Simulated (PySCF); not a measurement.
# Excited-state calculation, with input and output: CH7NO2Si3

System: CH7NO2Si3, SMILES N#C[SiH](O[SiH3])O[SiH3].
Method: TDDFT CAM-B3LYP/def2-SVPD, vertical, gas phase, core orbitals frozen in the response (PySCF 2.14.0).

The geometry comes from this level: PBE0-D3(BJ)/def2-SVP.

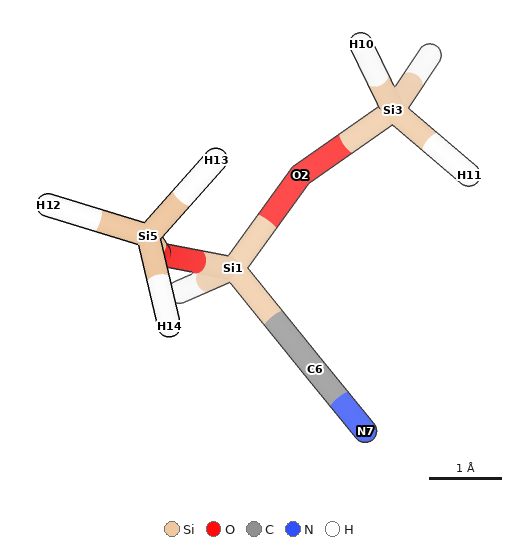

Figure 1. The structure (stick view, seen at a tilt; atoms are numbered from 1 in the order of the input). Bond lengths as drawn: C–N 1.16 Å, C–Si 1.87 Å, H–Si 1.47 to 1.49 Å and O–Si 1.63 to 1.67 Å.

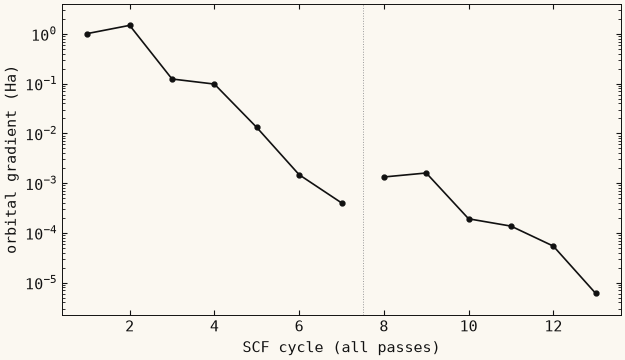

Figure 2. Convergence of the self-consistent field: orbital gradient against the SCF cycle. The dotted line marks the change from a coarse to the final integration grid. The first 7 cycles use a coarse grid, the final grid takes over at cycle 8, and the field converges after 13 cycles in all.

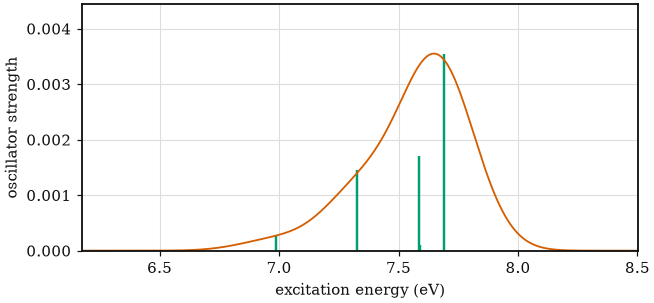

Figure 3. Computed excitations as sticks (degenerate states added up, dark ones marked on the axis), with a Gaussian envelope of 0.35 eV full width at half maximum, scaled to the tallest. Of the 6 states the lowest lies at 6.99 eV (f = 0.000); the strongest line is at 7.69 eV, or 161 nm (f = 0.004).

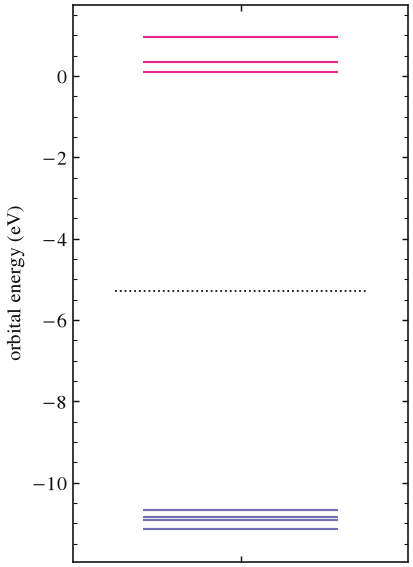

Figure 4. Orbital energies near the frontier; the dotted line parts filled from empty levels, and levels within 0.02 eV of each other stand side by side. Highest filled −10.67 eV, lowest empty 0.10 eV, 10.77 eV apart.

These pictures come from the run below.

**Input file**
```
{"job": {"kind": "uv", "xc": "CAM-B3LYP", "basis": "def2-SVPD", "nstates": 6, "ntriplets": 2, "ip": true}, "charge": 0, "multiplicity": 1}
Si    -0.795842     1.137504     0.020082
O      0.058790     0.761635     1.360514
Si     1.453436     0.096115     1.992536
O     -1.461337    -0.175180    -0.687733
Si    -1.194860    -1.643500    -1.436472
C      0.411741     1.872076    -1.199469
N      1.167931     2.313168    -1.959818
H     -1.843636     2.123235     0.336608
H      1.650304     0.656431     3.356591
H      1.300611    -1.385468     2.064186
H      2.611016     0.439391     1.116839
H     -2.480176    -2.391959    -1.442445
H     -0.160393    -2.405332    -0.675879
H     -0.724037    -1.412916    -2.831174
```

The first line tells a small driver script what to run in PySCF; the rest is the geometry in Å.

Command:
```bash
OMP_NUM_THREADS=1 python <driver script> task.json out
```

**The program's output**
```
coarse grid: 13536 points
cycle   1  E = -1115.2621594414  dE =  5.018e-01  |g| = 1.015e+00  |ddm| = 5.253e+00
cycle   2  E = -1115.0476230384  dE =  2.145e-01  |g| = 1.485e+00  |ddm| = 3.125e+00
cycle   3  E = -1115.4619837782  dE = -4.144e-01  |g| = 1.240e-01  |ddm| = 1.553e+00
cycle   4  E = -1115.4634909258  dE = -1.507e-03  |g| = 9.805e-02  |ddm| = 2.034e-01
cycle   5  E = -1115.4654586562  dE = -1.968e-03  |g| = 1.317e-02  |ddm| = 1.202e-01
cycle   6  E = -1115.4655048246  dE = -4.617e-05  |g| = 1.478e-03  |ddm| = 3.576e-02
cycle   7  E = -1115.4655055233  dE = -6.987e-07  |g| = 4.018e-04  |ddm| = 4.631e-03
final grid: 118000 points
cycle   8  E = -1115.6258604853  dE = -1.046e-05  |g| = 1.330e-03  |ddm| = 4.048e-02
cycle   9  E = -1115.6258604360  dE =  4.925e-08  |g| = 1.600e-03  |ddm| = 5.337e-03
cycle  10  E = -1115.6258609002  dE = -4.641e-07  |g| = 1.919e-04  |ddm| = 1.591e-03
cycle  11  E = -1115.6258609057  dE = -5.523e-09  |g| = 1.369e-04  |ddm| = 4.129e-04
cycle  12  E = -1115.6258609091  dE = -3.389e-09  |g| = 5.422e-05  |ddm| = 2.155e-04
cycle  13  E = -1115.6258609098  dE = -6.858e-10  |g| = 6.073e-06  |ddm| = 6.476e-05
converged SCF energy = -1115.6258609098

Static polarisability (au): isotropic 94.480, principal 86.658 97.282 99.500

Singlet excitations
state   eV       nm        f      main configurations
  1   6.9871    177.4   0.00029   H-5->L 0.33, H-4->L+1 0.20, H-5->L+2 0.12
  2   7.3255    169.3   0.00080   H-4->L 0.28, H-5->L+1 0.27, H-4->L+2 0.09
  3   7.3289    169.2   0.00066   H-4->L+1 0.48, H-5->L 0.11
  4   7.5854    163.5   0.00171   H-1->L 0.70
  5   7.5914    163.3   0.00010   H->L 0.58
  6   7.6916    161.2   0.00355   H-1->L+1 0.41, H-2->L 0.30

Triplet excitations (Tamm-Dancoff, eV): 5.7668 6.2920
Vertical ionisation energy (delta-SCF) = 11.3978 eV
```

**Summary**

```tsv
quantity	value
outcome	converged
total energy	−1115.625861 hartree
HOMO	−10.67 eV
LUMO	0.10 eV
dipole moment	3.13 D
mean polarisability	94.48 a.u.
vertical ionisation energy	11.40 eV
lowest singlet excitation	6.99 eV
hardware	1 CPU thread, shared host
wall time	5.8 min
peak memory	1.2 GiB
```
